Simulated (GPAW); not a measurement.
## 1T-VBrI monolayer in an electric field

Aim: the dipole that a field along the normal induces in 1T-VBrI monolayer.

Method: GPAW, PAW setups; layer in a repeated cell with vacuum, relaxation of atoms and in-plane cell, in the first sound run; inputs show where later runs differ, in GPAW 26.7.0.

## Step 1: Set-up

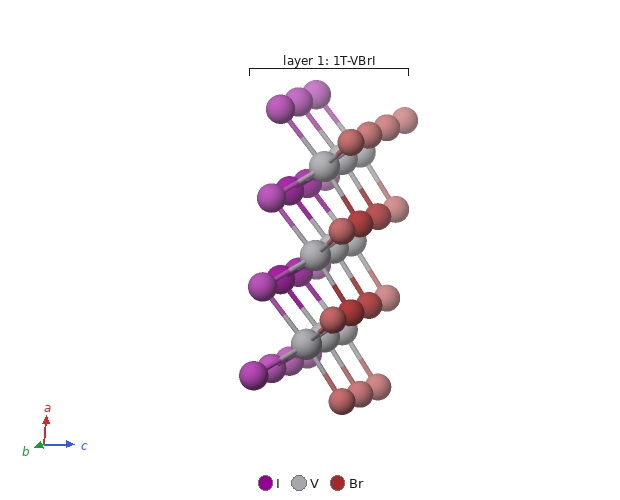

The cell as given, from the side, with the c axis across the page (iodine purple, vanadium grey, bromine red). 2×2×1 cells are drawn. Some periodic images of atoms are drawn too.

The cell holds 3 atoms: 1 I, 1 V and 1 Br. Its edges and angles: a = 3.908 Å, b = 3.908 Å, c = 21.198 Å, α = 90.0°, β = 90.0°, γ = 120.0°. Vacuum lies along c.

## Step 2: Relaxing the atoms

The atoms are relaxed first, since the surface dipole, and with it the work function, follows the positions of the outer layers.

The input, run.py:

```python
import json
import numpy as np
from ase import Atoms
from ase.filters import FrechetCellFilter
from ase.optimize import BFGS
from gpaw import GPAW, PW

slab = Atoms(
    ['I', 'V', 'Br'],
    positions=[
        [1.95383, 1.12805, 9.00000],
        [0.00000, 0.00000, 10.76343],
        [-0.00000, 2.25609, 12.19788]],
    cell=[[3.90767, 0.0, 0.0], [-1.95383, 3.38414, 0.0], [0.0, 0.0, 21.1979]],
    pbc=[True, True, True],
    magmoms=[0.0, 1.0, 0.0])

slab.calc = GPAW(mode=PW(600), xc='PBE', kpts={'size': (9, 9, 1), 'gamma': True},
                 occupations={'name': 'fermi-dirac', 'width': 0.05}, nbands='160%',
                 convergence={'density': 1e-05}, maxiter=200,
                 symmetry={'tolerance': 1e-3}, txt='slab.txt')
result = {}
# The in-plane cell is free; stress needs a cell that repeats along all three vectors
path = []
opt = BFGS(FrechetCellFilter(slab, mask=[1, 1, 0, 0, 0, 1]), maxstep=0.2)
opt.attach(lambda: path.append((slab.get_potential_energy(), slab.positions.tolist(), slab.get_forces().tolist())))
result['relaxed'] = bool(opt.run(fmax=0.02, steps=45))
result['path'] = path
result['cell'] = slab.cell.tolist()
print('in-plane lattice', slab.cell.cellpar().round(4)[[0, 1, 5]])
energy = slab.get_potential_energy()
fermi = slab.calc.get_fermi_level()
v = slab.calc.get_electrostatic_potential().mean((0, 1)) - fermi
n = slab.calc.get_pseudo_density().mean((0, 1))
L = slab.cell[2, 2]
z = np.arange(len(v)) * L / len(v)
low, high = slab.positions[:, 2].min(), slab.positions[:, 2].max()
below, above = np.interp([low - 6.8, high + 6.8], z, v)
slopes = [np.interp(x, z, np.gradient(v, z)) for x in (low - 6.8, high + 6.8)]
eps = np.array([[slab.calc.get_eigenvalues(k, s) for k in range(len(slab.calc.get_ibz_k_points()))]
                for s in range(slab.calc.get_number_of_spins())]) - fermi
top, bottom = eps[eps < 0].max(), eps[eps > 0].min()
dipole = slab.get_dipole_moment()[2]
print(f'energy {energy:.4f} eV, Fermi level {fermi:.4f} eV, dipole {dipole:.5f} e A')
print(f'potential 6.8 A off the faces, from the Fermi level: lower {below:.4f} eV, upper {above:.4f} eV')
print(f'slope of the potential there: lower {slopes[0]:.5f}, upper {slopes[1]:.5f} eV/A')
print(f'nearest levels on the mesh: {top:.4f} and {bottom:.4f} eV')
print('magnetic moment', round(slab.get_magnetic_moment(), 3))
result.update(energy=energy, fermi=fermi, dipole=dipole, below=below, above=above, slopes=slopes, edges=[top, bottom],
              z=z.tolist(), v=v.tolist(), n=n.tolist(), positions=slab.positions.tolist(),
              forces=slab.get_forces(apply_constraint=False).tolist(), moments=slab.get_magnetic_moments().tolist())
json.dump(result, open('result.json', 'w'))
```

Launch:

```sh
OMP_NUM_THREADS=1 OPENBLAS_NUM_THREADS=1 python run.py
```

The log of the run:

```text
Step          Energy          fmax
BFGS:    0      -13.532293        0.419694
BFGS:    1      -13.536240        0.386176
BFGS:    2      -13.560175        0.188046
BFGS:    3      -13.561618        0.169106
BFGS:    4      -13.570933        0.008521
in-plane lattice [  3.9878   3.9878 119.9999]
energy -13.5709 eV, Fermi level -1.1865 eV, dipole -0.03654 e A
potential 6.8 A off the faces, from the Fermi level: lower 3.8953 eV, upper 3.9994 eV
slope of the potential there: lower -0.02272, upper -0.02270 eV/A
nearest levels on the mesh: -0.6396 and 0.5882 eV
magnetic moment 3.0
```

Run time: 9.9 min. Hardware: 1 thread of Arm Neoverse V1, shared host; peak memory 0.56 GiB.

Numbers from this step:

```
dipole along the normal                    : -0.03654 e·Å
levels nearest the Fermi level on the mesh : -0.6396, 0.5882 eV from the Fermi level
site moments                               : -0.03949, 2.535, -0.02414 μB
sum of the site moments                    : 2.472 μB
```

Electrostatic potential energy of an electron (without an applied field's), less the Fermi level, planar mean against z:

```
z (Å)  electrostatic potential energy of an electron (without an applied field's), less the Fermi level, planar mean (eV)
    0                                                                                                                3.95
    1                                                                                                                3.92
    2                                                                                                                3.90
    3                                                                                                                3.88
    4                                                                                                                3.86
    5                                                                                                                3.83
    6                                                                                                                3.81
    7                                                                                                                3.68
    8                                                                                                                1.58
    9                                                                                                               -16.6
   10                                                                                                               -4.31
   11                                                                                                               -7.51
   12                                                                                                               -11.8
   13                                                                                                                1.55
   14                                                                                                                4.00
   15                                                                                                                4.08
   16                                                                                                                4.07
   17                                                                                                                4.04
   18                                                                                                                4.02
   19                                                                                                                4.00
   20                                                                                                                3.97
   21                                                                                                                3.95
```

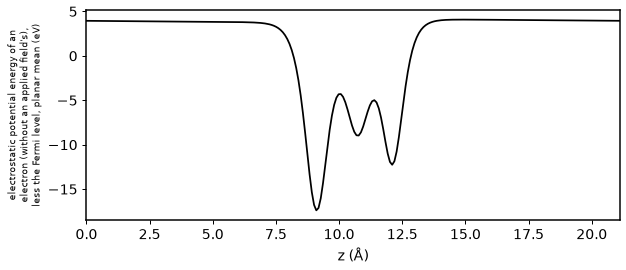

Electrostatic potential energy of an electron (without an applied field's), less the Fermi level, planar mean against z.

Pseudo valence density, planar mean against z:

```
z (Å)  pseudo valence density, planar mean (e/Å³)
    4                                           0
    6                                      2.8e-4
    8                                      0.0994
   10                                       0.304
   12                                       0.307
   14                                     0.00615
   16                                      1.3e-5
```

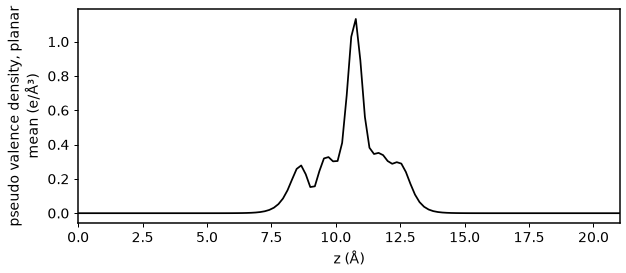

Pseudo valence density, planar mean, plotted against z.

Site moment by atom:

```
atom  site moment (μB)
  I1             -0.04
  V2              2.54
 Br3             -0.02
```

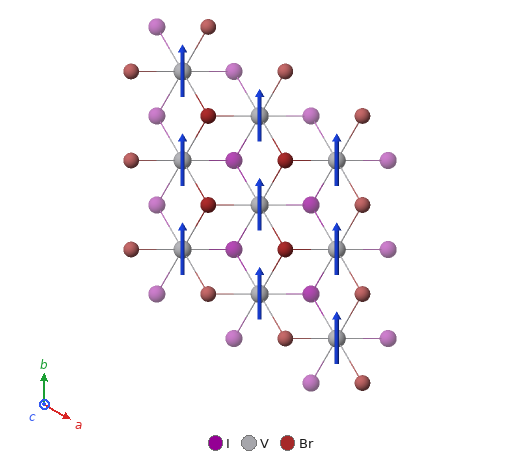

Site moment as arrows, the longest 2.54 μB. Up and down stand for the sign. Arrows give size and sign along the axis of quantisation, drawn up and down the page. 2×2×1 cells are drawn. Some periodic images of atoms are drawn too.

The relaxation lowered the energy of the cell by 0.0386 eV (energies extrapolated to zero smearing; the optimiser's log prints free energies). The largest force left on a free atom is 0.0045 eV/Å.

## Step 3: The slab's potential

The work function is the vacuum plateau of the electrostatic potential less the Fermi level; a dipole layer lets the two faces have plateaus of their own.

This step: GPAW, PAW setups; slab in vacuum (GPAW 26.7.0).

The cell differs from the one that the last finished run ended in (c 21.198 → 21.016 Å).

run.py: that of step 2 with these lines changed.

```diff
@@ -3,4 +3,2 @@
 from ase import Atoms
-from ase.filters import FrechetCellFilter
-from ase.optimize import BFGS
 from gpaw import GPAW, PW
@@ -10,22 +8,15 @@
     positions=[
-        [1.95383, 1.12805, 9.00000],
-        [0.00000, 0.00000, 10.76343],
-        [-0.00000, 2.25609, 12.19788]],
-    cell=[[3.90767, 0.0, 0.0], [-1.95383, 3.38414, 0.0], [0.0, 0.0, 21.1979]],
-    pbc=[True, True, True],
+        [1.99388, 1.15117, 9.00000],
+        [-0.00000, -0.00000, 10.62853],
+        [-0.00000, 2.30234, 12.01604]],
+    cell=[[3.98777, -0.0, 0.0], [-1.99388, 3.45351, 0.0], [0.0, 0.0, 21.016]],
+    pbc=[True, True, False],
     magmoms=[0.0, 1.0, 0.0])
 
-slab.calc = GPAW(mode=PW(600), xc='PBE', kpts={'size': (9, 9, 1), 'gamma': True},
+slab.calc = GPAW(mode=PW(400), xc='PBE', kpts={'size': (9, 9, 1), 'gamma': True},
                  occupations={'name': 'fermi-dirac', 'width': 0.05}, nbands='160%',
                  convergence={'density': 1e-05}, maxiter=200,
+                 poissonsolver={'dipolelayer': 'xy'},
                  symmetry={'tolerance': 1e-3}, txt='slab.txt')
 result = {}
-# The in-plane cell is free; stress needs a cell that repeats along all three vectors
-path = []
-opt = BFGS(FrechetCellFilter(slab, mask=[1, 1, 0, 0, 0, 1]), maxstep=0.2)
-opt.attach(lambda: path.append((slab.get_potential_energy(), slab.positions.tolist(), slab.get_forces().tolist())))
-result['relaxed'] = bool(opt.run(fmax=0.02, steps=45))
-result['path'] = path
-result['cell'] = slab.cell.tolist()
-print('in-plane lattice', slab.cell.cellpar().round(4)[[0, 1, 5]])
 energy = slab.get_potential_energy()
```

The log of the run:

```text
energy -13.5464 eV, Fermi level -1.1636 eV, dipole -0.02821 e A
potential 6.8 A off the faces, from the Fermi level: lower 3.7632 eV, upper 4.1353 eV
slope of the potential there: lower -0.00002, upper 0.00002 eV/A
nearest levels on the mesh: -0.6393 and 0.5879 eV
magnetic moment 3.0
```

The job ended after 69 s (1 thread; peak memory 0.29 GiB).

Numbers from this step:

```yaml
dipole_along_the_normal: -0.02821 e·Å
levels_nearest_the_fermi_level_on_the_mesh: -0.6393, 0.5879 eV from the Fermi level
upper_work_function: 4.135 eV
lower_work_function: 3.763 eV
site_moments: -0.03945, 2.533, -0.02427 μB
upper_ionisation_energy: 4.775 eV
sum_of_the_site_moments: 2.470 μB
```

The electrostatic potential energy of an electron (without an applied field's), less the Fermi level, planar mean by z:

```
z (Å)  electrostatic potential energy of an electron (without an applied field's), less the Fermi level, planar mean (eV)
    0                                                                                                                3.95
    1                                                                                                                3.76
    2                                                                                                                3.76
    3                                                                                                                3.76
    4                                                                                                                3.76
    5                                                                                                                3.76
    6                                                                                                                3.75
    7                                                                                                                3.61
    8                                                                                                               0.783
    9                                                                                                               -17.4
   10                                                                                                               -4.43
   11                                                                                                               -6.52
   12                                                                                                               -12.2
   13                                                                                                                2.28
   14                                                                                                                4.06
   15                                                                                                                4.13
   16                                                                                                                4.13
   17                                                                                                                4.14
   18                                                                                                                4.14
   19                                                                                                                4.14
   20                                                                                                                4.14
```

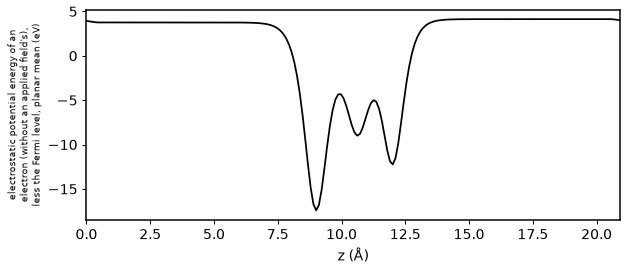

Electrostatic potential energy of an electron (without an applied field's), less the Fermi level, planar mean, plotted against z.

Pseudo valence density, planar mean against z:

```
z (Å)  pseudo valence density, planar mean (e/Å³)
    4                                           0
    6                                      3.9e-4
    8                                       0.130
   10                                       0.334
   12                                       0.292
   14                                     0.00444
   16                                      9.0e-6
```

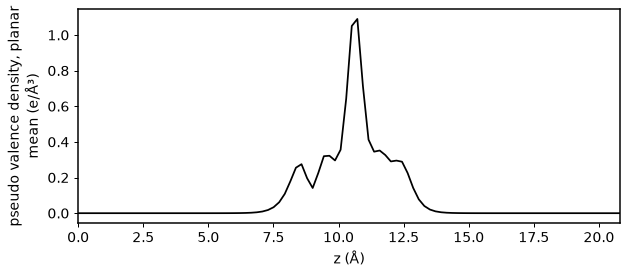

Pseudo valence density, planar mean, plotted against z.

The layer is gapped, so the Fermi level lies somewhere inside the gap, set by smearing and numerics, and these work functions are no property of the material; the band edges below the vacuum level are. The potential is flat to 2.3e-5 eV/Å where it is read, so the vacuum is wide enough.

## Step 4: In a field

A uniform field along the normal polarises the slab; the atoms stay fixed, so this is the electronic response alone.

run.py: that of step 3 with these lines changed.

```diff
@@ -4,2 +4,3 @@
 from gpaw import GPAW, PW
+from gpaw.external import ConstantElectricField
 
@@ -19,2 +20,3 @@
                  poissonsolver={'dipolelayer': 'xy'},
+                 external=ConstantElectricField(-0.2, [0, 0, 1]),
                  symmetry={'tolerance': 1e-3}, txt='slab.txt')
```

The log of the run:

```text
energy -13.5592 eV, Fermi level -1.1421 eV, dipole -0.10169 e A
potential 6.8 A off the faces, from the Fermi level: lower 3.2534 eV, upper 4.5895 eV
slope of the potential there: lower -0.00002, upper 0.00002 eV/A
nearest levels on the mesh: -0.6395 and 0.5861 eV
magnetic moment 3.0
```

Elapsed: 4 min, on 1 thread; peak memory 0.43 GiB.

Numbers from this step:

```
dipole along the normal                                         : -0.1017 e·Å
levels nearest the Fermi level on the mesh                      : -0.6395, 0.5861 eV from the Fermi level
site moments                                                    : -0.04046, 2.534, -0.02357 μB
potential below the slab, the applied field's own ramp left out : 3.253 eV from the Fermi level
potential above the slab, the applied field's own ramp left out : 4.589 eV from the Fermi level
```

Table of electrostatic potential energy of an electron (without an applied field's), less the Fermi level, planar mean by z:

```
z (Å)  electrostatic potential energy of an electron (without an applied field's), less the Fermi level, planar mean (eV)
    0                                                                                                                3.92
    1                                                                                                                3.25
    2                                                                                                                3.25
    3                                                                                                                3.25
    4                                                                                                                3.25
    5                                                                                                                3.25
    6                                                                                                                3.25
    7                                                                                                                3.11
    8                                                                                                               0.352
    9                                                                                                               -17.6
   10                                                                                                               -4.52
   11                                                                                                               -6.44
   12                                                                                                               -11.9
   13                                                                                                                2.68
   14                                                                                                                4.50
   15                                                                                                                4.58
   16                                                                                                                4.59
   17                                                                                                                4.59
   18                                                                                                                4.59
   19                                                                                                                4.59
   20                                                                                                                4.59
```

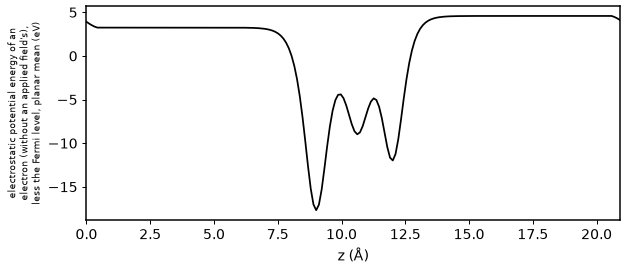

Electrostatic potential energy of an electron (without an applied field's), less the Fermi level, planar mean, plotted against z.

The dipole is now -0.102 e Å, against -0.028 in the run without a field.

(Continued in part 2 of 2.)

[Logs are printed without paths, hosts, clocks, repeated set-up lines and the standing remarks that a program may print on its own settings, such as how far it seeks lower states.]

[Hosts, paths, dates, database ids (printed as entryN), source tags and the programs' standing remarks are cut or masked in the printed files.]
